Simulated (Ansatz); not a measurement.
# Ligand exchange: SiH2(CH3)(NH2) + NaOH → SiH2(CH3)(OH) + NaNH2

Species: SiH2(CH3)(NH2), singlet; NaOH `[OH][Na]`, singlet; SiH2(CH3)(OH), singlet; NaNH2 `[NH2][Na]`, singlet. The partners trade NH2 for OH: Si–NH2 and Na–OH bonds give way to Si–OH and Na–NH2.

Shapes, held fixed at every level: PBE0-D4/def2-TZVP. Flexible molecules stand in one conformer, not always the lowest. Programs: Ansatz 0.2.0. The zero-point and thermal change to 298 K, harmonic and unscaled (PBE0-D4/def2-TZVP), is -3.1 kJ/mol.

| level | kind | ΔH(298 K) (kJ/mol) | less CCSD(T)/def2-TZVPP |
| --- | --- | --- | --- |
| HF/def2-SVP | Hartree–Fock | +33.8 | +11.9 |
| SPW92/def2-TZVPP | LDA | +22.3 | +0.4 |
| PBE-D4/def2-TZVPP | GGA | +21.0 | -0.9 |
| r2SCAN0-D4/def2-TZVPP | global hybrid | +25.8 | +3.9 |
| wB97M-V/def2-TZVPP | range-separated hybrid | +22.9 | +1.0 |
| B2PLYP/def2-TZVPP | double hybrid | +22.3 | +0.4 |
| MP2/def2-TZVPP | perturbation theory | +24.6 | +2.7 |
| CCSD(T)/def2-TZVPP | coupled cluster or CI | +21.9 | 0.0 |

The highest level, CCSD(T)/def2-TZVPP, gives ΔH(298 K) = +21.9 kJ/mol; the levels span +21.0 to +33.8. The column of differences is taken from that level and isn't an error. No measured value is set beside it here. Outer-core shells of Na are correlated, in sets that cover them unevenly.

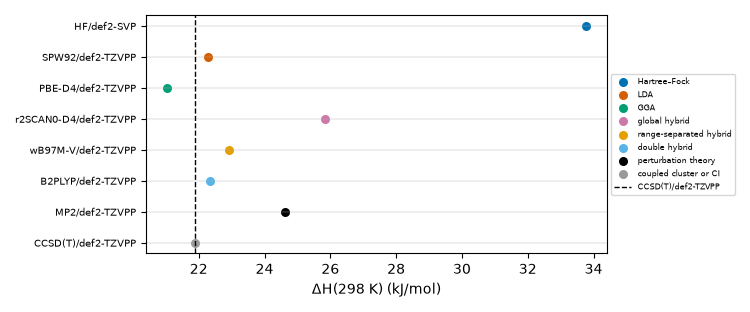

The values of the table, level by level.
